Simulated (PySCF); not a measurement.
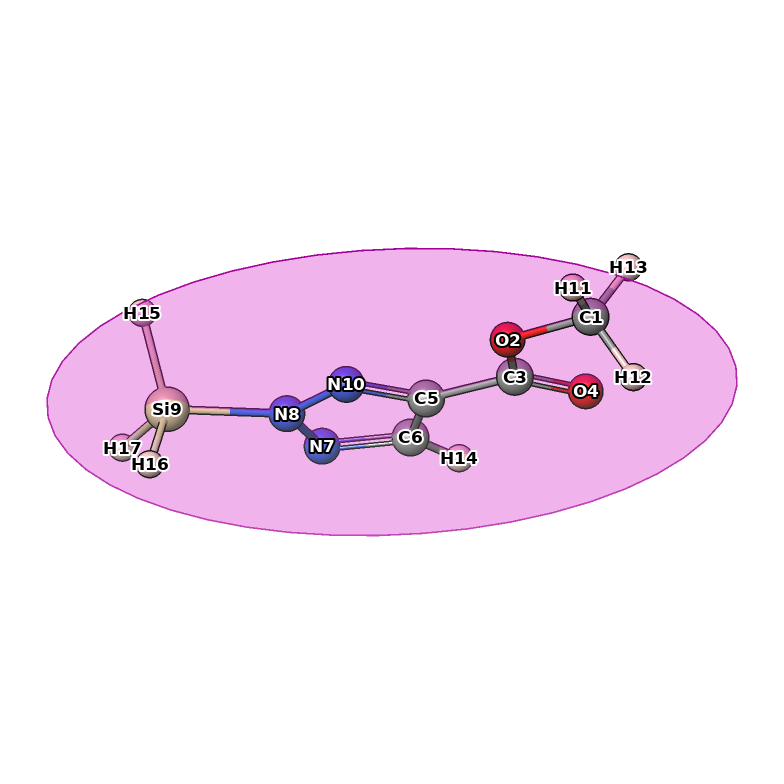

A disc through the centre of mass is drawn in. Atoms fade into the background with distance from the viewer. The geometry was computed by an optimisation with PBE0-D3(BJ)/def2-SVP. No frequency run is at hand to confirm it as a minimum.

Q: Is the plane of the disc a mirror plane of the structure?

A: Yes. The reflection leaves C1, O2, C3, O4, C5, C6, N7, N8, Si9, N10, H11, H14, H17 in place and moves H12 ↔ H13; H15 ↔ H16. The point group is Cs.
